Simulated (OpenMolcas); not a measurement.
**GeNH4Cl (SMILES [NH2][GeH2][Cl]): levels of theory compared**

Wanted: a comparison of 6 runs (HF/STO-3G, B3LYP/cc-pVDZ, PBE/cc-pVDZ, r2SCAN/cc-pVDZ, MP2/cc-pVDZ, CCSD(T)/cc-pVDZ) of GeNH4Cl. 

Program for the calculation: OpenMolcas 26.06.

1 further run of the same task is left out (set aside as unsound or not needed).

### 1 Starting point

GeNH4Cl has 7 atoms, charge 0, and is taken as a singlet. As SMILES, `[NH2][GeH2][Cl]`. The coordinates come from a PBE0-D4/def2-TZVP relaxation. This is one conformer, not always the lowest.

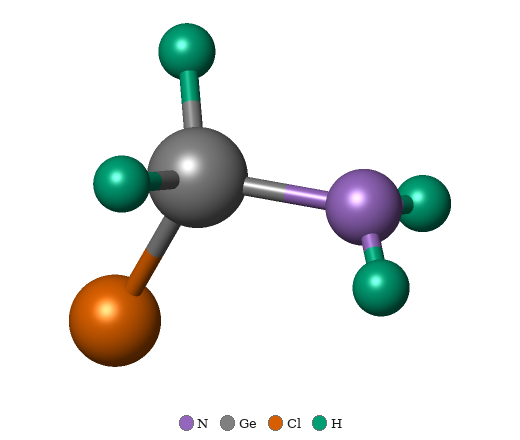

Viewed from a chosen angle; nitrogen purple, germanium grey, chlorine orange, hydrogen teal.

### 2 Energy and forces at HF/STO-3G (run 1)

File run.inp:

```
>>> EXPORT MOLCAS_PRINT=2

&GATEWAY
  BasLib = $CurrDir
  Coord
  7
  angstrom
  N       -0.792900       0.515500      -0.722700
  Ge       0.579900       0.003300       0.353200
  Cl       0.394500      -2.054600       1.034500
  H       -1.700900       0.526800      -0.279600
  H       -0.858900       0.014700      -1.597700
  H        0.559300       0.864900       1.617200
  H        1.880200       0.061300      -0.450600
  Basis = STO-3G
  Group = NoSym

&SEWARD

&SCF
  Thresholds = 1e-10 1e-07 1e-07 1e-05
  PrOrbitals = 1 1

&ALASKA
```

The basis set STO-3G is read from a file made from the Basis Set Exchange's data (not shown).

Run with:

```sh
$ export MOLCAS_MEM=1860
$ pymolcas run.inp > run.log
```

Log:

```text
--- Start Module: gateway ---
[...]
--- Stop Module: gateway /rc=_RC_ALL_IS_WELL_ ---
[...]
      Basis functions           36
[...]
--- Start Module: scf ---
[...]
       Convergence after  11 Iterations
[...]
::    Total SCF energy                              -2562.4781990514
[...]
      Total spin, S                                     0.0000000000
[...]
      Total electronic charge=   60.000000
      Total            charge=   -0.000000
[...]
      Dipole Moment (debye):
      Origin of the operator (angstrom)=    0.3580   -0.4956    0.4053
                   X= -2.2153E-01               Y=  1.9694E+00               Z= -9.0708E-01           Total=  2.1795E+00
      Quadrupole Moment (debye*angstrom):
[...]
 *              Molecular gradients               *
 **************************************************
  Irreducible representation: a
 ------------------------------------------------------------------------------------------
                              X                       Y                       Z
 ------------------------------------------------------------------------------------------
  N1               -4.07123910411737E-02    5.74715513833546E-03   -2.83224266686268E-02
  GE2              -5.03701233303921E-03   -2.93582368636862E-02    8.15582640113788E-03
  CL3               1.04940109934160E-03   -4.88115391726041E-03    2.56764731326342E-03
  H4                1.26831577699162E-02    9.15886817325462E-04   -2.16552624150057E-03
  H5                4.56940548083273E-03    5.89962565080882E-03    1.06272632338174E-02
  H6               -1.84509143423477E-03    2.03161932123530E-02    2.89463271421413E-02
  H7                2.92925304583349E-02    1.36052996222269E-03   -1.98091111802734E-02
 ------------------------------------------------------------------------------------------
[...]
```

Wall time 1.5 s (1 thread of Intel Xeon 6975P-C (Granite Rapids), shared host); peak memory 0.37 GiB.

### 3 Energy and gradient at B3LYP/cc-pVDZ (run 2)

File test.input:

```
&GATEWAY
BasLib=$CurrDir
Coord
7
angstrom
N       -0.792900       0.515500      -0.722700
Ge       0.579900       0.003300       0.353200
Cl       0.394500      -2.054600       1.034500
H       -1.700900       0.526800      -0.279600
H       -0.858900       0.014700      -1.597700
H        0.559300       0.864900       1.617200
H        1.880200       0.061300      -0.450600
Basis=cc-pVDZ
Group=NoSym
&SEWARD
GridInput
Grid=UltraFine
End of Grid
&SCF
KSDFT=B3LYP
Thresholds=1e-10 1e-07 1e-07 1e-05
PrOrbitals=0
&ALASKA
```

The basis set cc-pVDZ is read from a file made from the Basis Set Exchange's data (not shown).

Run with:

```sh
$ export MOLCAS_MEM=1860
$ pymolcas test.input > test.log
```

Log:

```text
--- Start Module: gateway ---
[...]
--- Stop Module: gateway /rc=_RC_ALL_IS_WELL_ ---
[...]
      Basis functions           79
[...]
--- Start Module: scf ---
[...]
       Convergence after  13 Iterations
[...]
::    Total KS-DFT energy                           -2594.4443109489
[...]
      Total spin, S                                     0.0000000000
[...]
      Total electronic charge=   60.000000
      Total            charge=   -0.000000
[...]
      Dipole Moment (debye):
      Origin of the operator (angstrom)=    0.3580   -0.4956    0.4053
                   X= -7.7067E-01               Y=  1.4102E+00               Z= -1.0406E+00           Total=  1.9145E+00
      Quadrupole Moment (debye*angstrom):
[...]
 *              Molecular gradients               *
 **************************************************
  Irreducible representation: a
 ------------------------------------------------------------------------------------------
                              X                       Y                       Z
 ------------------------------------------------------------------------------------------
  N1               -2.66468682944776E-03   -8.82580842271175E-03    1.66501823582621E-03
  GE2              -4.42587945686057E-03   -5.80620644256058E-03   -6.03935750907780E-04
  CL3               6.57476190334405E-04    1.18696368105873E-02   -4.19203797325807E-03
  H4                7.44497765144647E-03    6.76381652695568E-04   -3.23855491805825E-03
  H5                1.11557435981080E-03    4.56264516840932E-03    6.73795558408408E-03
  H6               -8.63254479583908E-05   -1.82598080837426E-03   -1.70680455676386E-03
  H7               -2.04113646726078E-03   -6.50667958050799E-04    1.33835937906568E-03
 ------------------------------------------------------------------------------------------
[...]
```

Wall time 19 s (1 thread of Intel Xeon 6975P-C (Granite Rapids), shared host); peak memory 0.45 GiB.

Run 3 isn't shown in full; the table further down has it.

### 4 Energy and forces at r2SCAN/cc-pVDZ (run 4)

File struct.xyz:

```xyz
7

N     -0.792900     0.515500    -0.722700
Ge     0.579900     0.003300     0.353200
Cl     0.394500    -2.054600     1.034500
H     -1.700900     0.526800    -0.279600
H     -0.858900     0.014700    -1.597700
H      0.559300     0.864900     1.617200
H      1.880200     0.061300    -0.450600
```

File mol.input:

```
* ClGeH4N Kohn-Sham DFT

&GATEWAY
 BasLib
 $CurrDir
 Coord
 struct.xyz
 Basis
 cc-pVDZ
 Group
 NoSym

&SEWARD
 GridInput
 Grid=UltraFine
 End of Grid

&SCF
 KSDFT
 2
 1.0 MGGA_X_R2SCAN
 1.0 MGGA_C_R2SCAN
 Thresholds
 1e-10 1e-07 1e-07 1e-05
 PrOrbitals
 1 1

&ALASKA
```

The basis set cc-pVDZ is read from a file made from the Basis Set Exchange's data (not shown).

Run with:

```sh
$ export MOLCAS_MEM=1860
$ pymolcas mol.input > mol.log
```

Log:

```text
--- Start Module: gateway ---
[...]
--- Stop Module: gateway /rc=_RC_ALL_IS_WELL_ ---
[...]
      Basis functions           79
[...]
--- Start Module: scf ---
[...]
       Convergence after  18 Iterations
[...]
::    Total KS-DFT energy                           -2594.3111248133
[...]
      Total spin, S                                     0.0000000000
[...]
      Total electronic charge=   60.000000
      Total            charge=   -0.000000
[...]
      Dipole Moment (debye):
      Origin of the operator (angstrom)=    0.3580   -0.4956    0.4053
                   X= -7.9311E-01               Y=  1.4761E+00               Z= -1.0805E+00           Total=  1.9938E+00
      Quadrupole Moment (debye*angstrom):
[...]
 *              Molecular gradients               *
 **************************************************
  Irreducible representation: a
 ------------------------------------------------------------------------------------------
                              X                       Y                       Z
 ------------------------------------------------------------------------------------------
  N1               -6.23779266411972E-03   -8.74089310120496E-03   -6.51077899647134E-04
  GE2              -2.35195893129792E-03   -4.22277902094947E-03    1.05585952543841E-04
  CL3               2.65377190341587E-04    7.32955445321437E-03   -2.67825439569336E-03
  H4                7.18060603287629E-03    1.27088581072488E-03   -3.38327860971166E-03
  H5                1.06035810066385E-03    5.03030456237852E-03    6.26660636805454E-03
  H6                1.46423507449311E-04   -3.90345446179552E-04    1.36208706500440E-05
  H7               -6.30132359447089E-05   -2.76727257972675E-04    3.26797713664284E-04
 ------------------------------------------------------------------------------------------
[...]
```

Run time: 31 s. Hardware: 1 thread of Intel Xeon 6975P-C (Granite Rapids), shared host; peak memory 0.44 GiB.

Run 5 isn't shown in full; the table further down has it.

### 5 The energy at CCSD(T)/cc-pVDZ (run 6)

File test.inp:

```
&GATEWAY
BASLIB
$CurrDir
COORD
7
angstrom
N       -0.792900       0.515500      -0.722700
Ge       0.579900       0.003300       0.353200
Cl       0.394500      -2.054600       1.034500
H       -1.700900       0.526800      -0.279600
H       -0.858900       0.014700      -1.597700
H        0.559300       0.864900       1.617200
H        1.880200       0.061300      -0.450600
BASIS
cc-pVDZ
GROUP
NoSym
&SEWARD
&SCF
THRESHOLDS
1e-10 1e-07 1e-07 1e-05
PRORBITALS
1 1
&RASSCF
FILEORB
$Project.ScfOrb
SPIN
1
NACTEL
0 0 0
INACTIVE
30
RAS2
0
OUTORBITALS
Canonical
ORBLISTING
Few
&MOTRA
JOBIPH
FROZEN
15
&CCSDT
CCT
TRIPLES
2
ITERATIONS
80
ACCURACY
1e-08
EXTRAPOLATION
5 4
```

The basis set cc-pVDZ is read from a file made from the Basis Set Exchange's data (not shown).

Run with:

```sh
$ export MOLCAS_MEM=1860
$ pymolcas test.inp > test.log
```

Log:

```text
--- Start Module: gateway ---
[...]
--- Stop Module: gateway /rc=_RC_ALL_IS_WELL_ ---
[...]
      Basis functions           79
[...]
       Convergence after  13 Iterations
[...]
::    Total SCF energy                              -2591.6749475735
[...]
      Total spin, S                                     0.0000000000
[...]
      Number of active orbitals                  0
[...]
      Spin quantum number                      0.0
[...]
      Active orbitals                            0
[...]
      Number of CSFs                             1
[...]
      Number of root(s) required                 1
[...]
      Convergence after  4 iterations
[...]
      Natural orbitals and occupation numbers for root  1
      ************************************************************************************************************************
      *                                                    Final results                                                     *
      ************************************************************************************************************************
[...]
::    RASSCF root number  1 Total energy:  -2591.67494757
[...]
      Total electronic charge=   60.000000
      Total            charge=   -0.000000
[...]
      Dipole Moment (debye):
      Origin of the operator (angstrom)=    0.3580   -0.4956    0.4053
                   X= -6.3138E-01               Y=  1.5045E+00               Z= -9.8828E-01           Total=  1.9076E+00
      Quadrupole Moment (debye*angstrom):
[...]
--- Start Module: motra ---
[...]
--- Stop Module: motra /rc=_RC_ALL_IS_WELL_ ---
--- Start Module: ccsdt ---
[...]
      Convergence after                    15  Iterations
      Total energy (diff) :   -2592.13734701       0.00000001
[...]
 METHOD                       : CCSD+T(CCSD)+<T3(1)WT1> = CCSD(T)
[...]
       CCSD     =     -2592.1373470051326
[...]
```

Run time: 25 s. Hardware: 1 thread of Intel Xeon 6975P-C (Granite Rapids), shared host; peak memory 0.45 GiB.

### 6 Overview of the runs

```tsv
run	level	integration grid	task	energy (Eh)	dipole moment (D) of the reference	HOMO energy (eV)	LUMO energy (eV)	wall time
1	HF/STO-3G	–	gradient	-2562.478199	2.18	-9.05	8.72	1.5 s
2	B3LYP/cc-pVDZ	UltraFine	gradient	-2594.444311	1.91	-7.41	0.27	19 s
3	PBE/cc-pVDZ	UltraFine	gradient	-2593.802973	1.96	-6.24	-0.41	20 s
4	r2SCAN/cc-pVDZ	UltraFine	gradient	-2594.311125	1.99	-6.61	-0.13	31 s
5	MP2/cc-pVDZ	–	energy	-2592.100005	1.91	-11.33	4.08	3.9 s
6	CCSD(T)/cc-pVDZ	–	energy	-2592.148636	1.91	-11.33	4.08	25 s
```

### 7 Outcome

```
                                           quantity           value
                                run 6: total energy  -2592.14864 Eh
          run 6: dipole moment (mean-field density)          1.91 D
         run 6: HOMO energy (Hartree–Fock orbitals)       -11.33 eV
         run 6: LUMO energy (Hartree–Fock orbitals)         4.08 eV
       run 6: HOMO–LUMO gap (Hartree–Fock orbitals)        15.41 eV
run 6: correlation energy (15 core orbitals frozen)      -473.7 mEh
                              run 6: (T) correction      -11.29 mEh
```

**Reading.** Over runs 1, 2, 3, 4 the dipole moment (its size) runs from 1.91 D (B3LYP/cc-pVDZ) to 2.18 D (HF/STO-3G). The two ends differ in method and basis. Over runs 1, 2, 3, 4 the HOMO–LUMO gap runs from 5.83 eV (PBE/cc-pVDZ) to 17.77 eV (HF/STO-3G). Totals of different functionals can't be ranked against each other. In run 1 the basis is minimal, so the values are rough. All runs together took 100 s, the longest 31 s.
